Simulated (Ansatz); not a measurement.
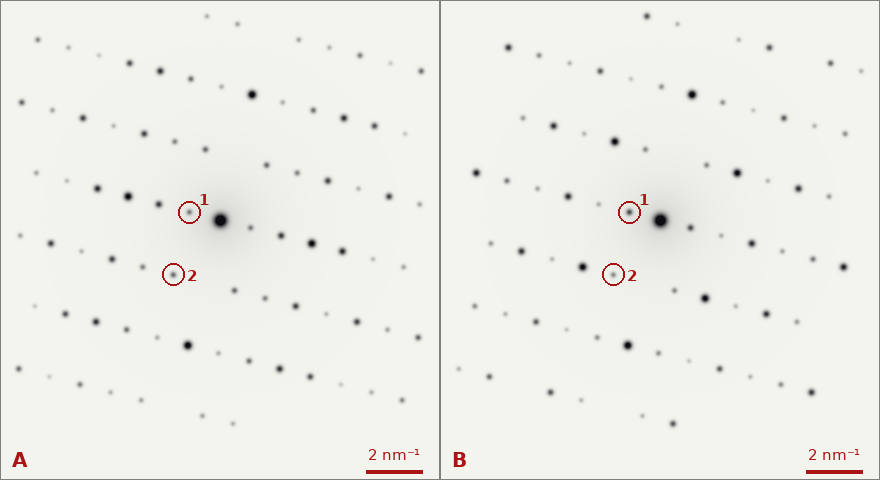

Kinematic electron diffraction patterns (300 kV, B = 0.5 Å², same scale) along [010] of the run's own cell, for the start and the end of one relaxation of As2I with DFT, PAW plane waves, r2scan (Ansatz 0.2.0). k mesh 8×8×4. The start is a generated model structure, and the relaxation ends in the nearest stationary point of its symmetry, not necessarily the ground state. Spot 1 is 0 0 -1 and spot 2 is -1 0 -1 in both.

Start structure:

```yaml
crystal:
  lattice:
    - [4.30503, 0.00000, 0.00000]
    - [0.00000, 4.30503, 0.00000]
    - [0.00000, 0.00000, 8.81728]
  atoms:
    - { symbol: As, position: [0.00000, 0.50000, 0.33000] }
    - { symbol: As, position: [0.50000, 0.00000, 0.67000] }
    - { symbol: As, position: [0.00000, 0.00000, 0.00000] }
    - { symbol: As, position: [0.50000, 0.50000, 0.00000] }
    - { symbol: I, position: [0.00000, 0.50000, 0.73500] }
    - { symbol: I, position: [0.50000, 0.00000, 0.26500] }
```

> Which pattern belongs to the start structure, and which to the relaxed one?

A is the start: its cell gives d(1) = 8.817 Å, d(2) = 3.869 Å and an angle of 64.0°. The spot positions hardly differ, so the intensities decide: those computed from the start structure match A, and B is the relaxed structure.

> Name reflections whose intensity changes strongly on relaxation.

1 0 -4 goes from 0.66 to 29 % of the strongest spot; 0 0 4 goes from 34 to 1.5 % of the strongest spot; 1 0 -2 goes from 4.4 to 73 % of the strongest spot.

> What did the relaxation do to the structure and the energy?

The cell was held fixed; with the mean shift removed, the atoms moved by up to 1.41 Å relative to the cell (As most); the space group stayed P4/nmm (No. 129); the free energy fell by 870 meV an atom.
